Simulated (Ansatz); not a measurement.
# Amorphous Hf18O35

Preparation: random packing, a CHGNet melt and quench, and a DFT relaxation. O atoms were pushed apart under 1.9 Å during the dynamics, to hinder bonds among them. The hot cell started wider than the set density and was brought back towards it in steps. It is the lowest in DFT energy of 4 quenches. It is a model cell: composition and starting density were chosen by hand, and all elements were melted together. No dispersion term was used.

Methods: PBE, scalar-relativistic without spin-orbit coupling (Ansatz, a first-principles code); r2SCAN, scalar-relativistic without spin-orbit coupling (Ansatz); HSE06, scalar-relativistic without spin-orbit coupling (Ansatz). Geometry, pressure, stress and energy are those of the PBE run. Its sampling: a 2×2×2 Γ-centred mesh; Fermi-Dirac width 0.02 eV; no spin polarisation. Other functionals are single points at the zone centre (r2SCAN at 500 eV; exact exchange cut at the cell's faces), free to take moments where seeds were set. The usual formal charges leave 2 electrons over, so the level spacing at the Fermi energy parts defect or band states and needn't be the band gap.

The number of atoms in the cell is 53, the density (held, not predicted) comes out as 9.13 g/cm³ and the volume per atom is 12.94 Å³. The pressure on a 2×2×2 Γ-centred mesh is -2.13 GPa. The largest force and stress component on that mesh (the relaxation ran on the zone centre alone) comes out as 0.19 eV/Å and 3.7 GPa and the energy relative to HfO2 (P2_1/c) + hcp Hf (lowest mix at this level among the phases computed, not always the ambient ones) is 0.193 eV/atom. The level spacing at the Fermi energy on a 2×2×2 Γ-centred mesh (PBE) is 1.12 eV. The level spacing at the Fermi energy at the zone centre (PBE) is 1.27 eV and the level spacing at the Fermi energy at the zone centre (r2SCAN) comes out as 1.46 eV. The level spacing at the Fermi energy at the zone centre (HSE06) is 2.01 eV.

Neighbours within Hf-Hf 3.34 Å, Hf-O 2.68 Å, O-O 1.58 Å count as bonded. Two cations that share two anions don't count as bonded, nor two that share one unless they lie closer than Hf-Hf 3.25 Å.

The mean coordination of Hf by anions is 6.33 (3 with 5, 6 with 6, 9 with 7) and the mean coordination of O is 3.26 (2 with 2, 22 with 3, 11 with 4). The mean Hf-O bond is 2.170 Å (spread 0.141 Å, 114 counted) and the bond angle at Hf comes out as mean 102.2°, spread 29.2°.

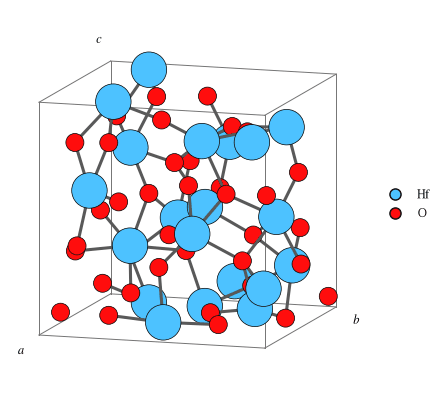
The relaxed cell

Its density started from a set value of 9.13 g/cm³. The quench (nominally 300 K/ps over its main leg) was far faster than any real one, so the model tends to hold more defects than a real film. Values belong to this one cell and scatter from quench to quench. The volume was held where the preparation left it, at a PBE pressure of -2.1 GPa (tension). Stress components on the final sampling reach 3.7 GPa. On a 2×2×2 Γ-centred mesh force components of up to 0.19 eV/Å stay, since the relaxation ran on the zone centre alone.
